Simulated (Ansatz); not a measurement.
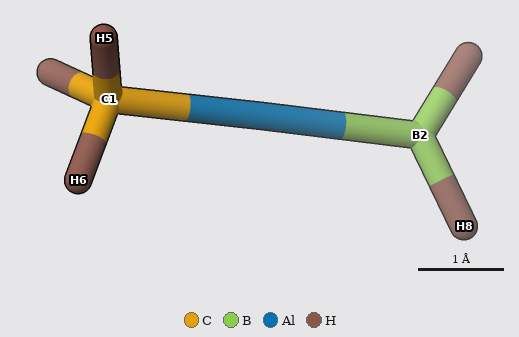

Fig. 1: The input geometry (stick view, seen at a tilt; atoms are numbered from 1 in the order of the input). Sticks mark near contacts. Bond lengths as drawn: Al–B 1.99 Å, Al–C 1.95 Å, B–H 1.20 Å and C–H 1.09 to 1.10 Å.

# Single-point calculation, with input and output: CH5AlB

CH5AlB, multiplicity 2, computed with UKS PBE0-D4/def2-TZVPP (Ansatz 0.2.0).

The geometry comes from this level: PBE0-D4/def2-TZVP.

Input file
```yaml
crystal:
  periodic: [false, false, false]
  atoms:
    - {symbol: C, position_ang: [-0.792052, 1.541085, -0.379422]}
    - {symbol: B, position_ang: [0.981525, -1.881253, 0.453916]}
    - {symbol: Al, position_ang: [0.093708, -0.147486, 0.025190]}
    - {symbol: H, position_ang: [-1.039771, 1.624738, -1.440830]}
    - {symbol: H, position_ang: [-0.175130, 2.399669, -0.101694]}
    - {symbol: H, position_ang: [-1.728410, 1.611847, 0.184027]}
    - {symbol: H, position_ang: [2.022629, -2.153972, -0.071405]}
    - {symbol: H, position_ang: [0.459866, -2.626860, 1.232697]}
basis:
  gaussian: {orbitals: def2-TZVPP}
magnetization: {spin_polarized: true, initial_magnetization: 1}
hamiltonian: {xc: pbe0, dispersion: d4}
output: {orbitals: {seedname: orbitals}}
```

Launched with:
```bash
ansatz run in.yaml --threads 2 --pin off --events-out ev --progress --plain --max-ram 4352MiB
```

Output
```
Functional definition: PBE0
  name "PBE0"
  cite "Adamo & Barone, J. Chem. Phys. 110, 6158 (1999) doi:10.1063/1.478522"
  cite "Perdew, Burke & Ernzerhof, Phys. Rev. Lett. 77, 3865 (1996) doi:10.1103/PhysRevLett.77.3865"
  parent pbe
  parameter a = 0.25
  parameter kappa = 0.804
  parameter beta = 0.06672455060314922
  exchange = (1 - a)*pbe_x(kappa = kappa, mu = beta*pi^2/3) + a*exact_x
  correlation = pbe_c(beta = beta)
944 factors; their error is unknown
mean field evaluation 1: about -8375.9143 eV, gradient 4.1e1 eV
mean field evaluation 2: about -8374.0104 eV, gradient 4.2e1 eV
mean field evaluation 4: about -8385.0043 eV, gradient 1.2e0 eV
mean field evaluation 8: about -8385.0129 eV, gradient 4.4e-2 eV
mean field evaluation 16: about -8385.0169 eV, gradient 1.6e-4 eV
mean field -8385.01686002 eV, -308.1436860373 hartree, gradient 8.4e-5 eV, S^2 0.754700; 0 other end points of the search recorded, 0 dependent functions left out
reference -8385.01689506 eV, -308.1436873250 hartree; 15, 14 occupied and 159, 160 virtual orbitals, 944 factors
Total energy: -8385.11275732 eV, -308.1472101980 hartree
```

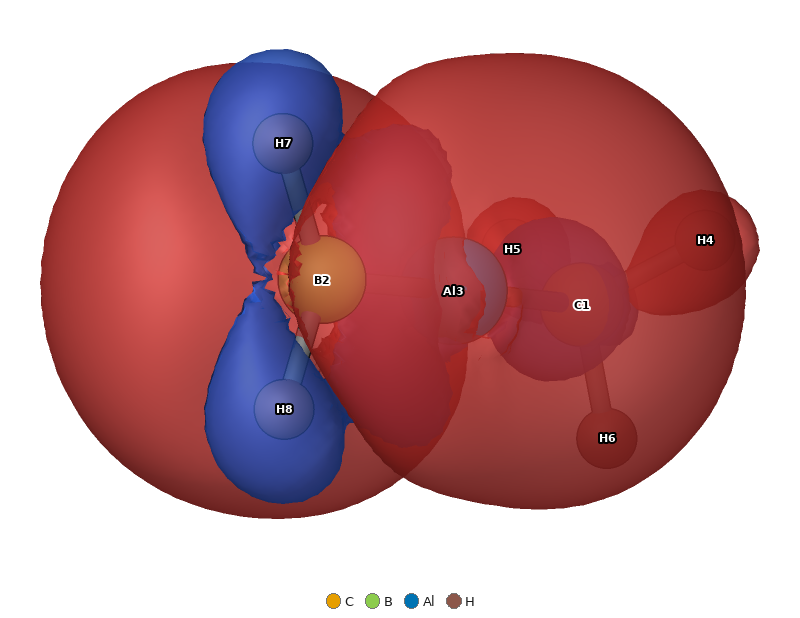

Fig. 2: Isosurfaces of the spin density at +0.003 (red) and −0.003 e/Å³ (blue), seen at an oblique angle. The unpaired spin (1 electron) lies mostly on Al3 (about 0.5) and B2 (about 0.5), in electrons by Hirshfeld's partition.

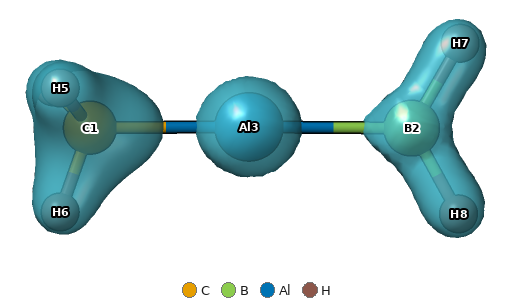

Fig. 3: Isosurface of the electron density at 0.8 e/Å³ (cyan), seen face on. At this value the surface falls into three separate pieces. It is pinched off along the C–Al (1.95 Å) and Al–B (1.99 Å) contacts. On the grid the lowest density along these lines, outside the cores, is 0.62 e/Å³ (C–Al, 1.95 Å), 0.56 e/Å³ (Al–B, 1.99 Å), 1.8 e/Å³ (C–H, 1.09 Å) and 1.2 e/Å³ (B–H, 1.20 Å).

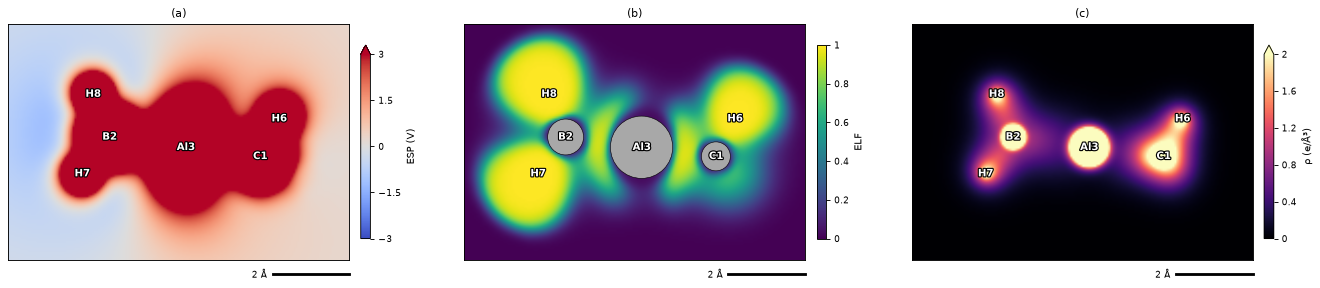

Fig. 4: (a) electrostatic potential; (b) electron localisation function; (c) electron density on the plane of atoms Al3, B2 and H8. Grey discs, where drawn, cover atomic cores. Atoms in the plane: C, B, Al and H. Al–B (1.99 Å): ρ is about 0.61 e/Å³ halfway; the ELF peaks at about 0.95 between the atoms, which marks a covalent bond.

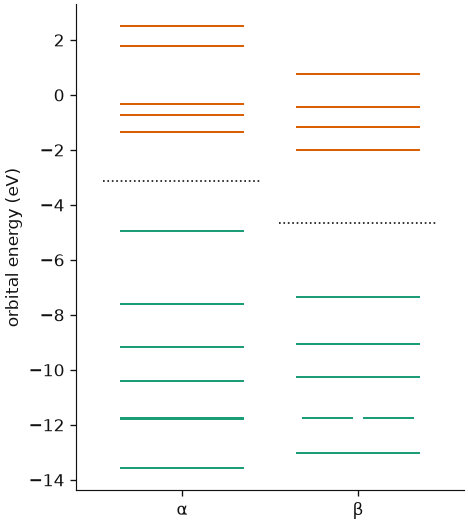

Fig. 5: Orbital energies near the frontier for α and β spins; the dotted line parts filled from empty levels, and levels within 0.02 eV of each other stand side by side. α: highest filled −4.94 eV, lowest empty −1.34 eV, 3.60 eV apart; β: highest filled −7.35 eV, lowest empty −2.00 eV, 5.35 eV apart.

Key numbers

```json
{"quantity": "outcome", "value": "converged"}
{"quantity": "total energy", "value": "−8385.1128 eV"}
{"quantity": "mean-field energy", "value": "−8385.0169 eV"}
{"quantity": "dispersion energy", "value": "−0.0959 eV"}
{"quantity": "⟨S²⟩", "value": "0.755"}
{"quantity": "SCF solution under orbital rotations", "value": "stable"}
{"quantity": "HOMO (either spin)", "value": "−4.94 eV"}
{"quantity": "LUMO (either spin)", "value": "−2.00 eV"}
{"quantity": "hardware", "value": "2 threads of Arm Neoverse V1, 23 GiB of memory available, shared host"}
{"quantity": "wall time", "value": "3.5 s (CPU time 6.8 s)"}
{"quantity": "peak memory", "value": "0.35 GiB"}
```
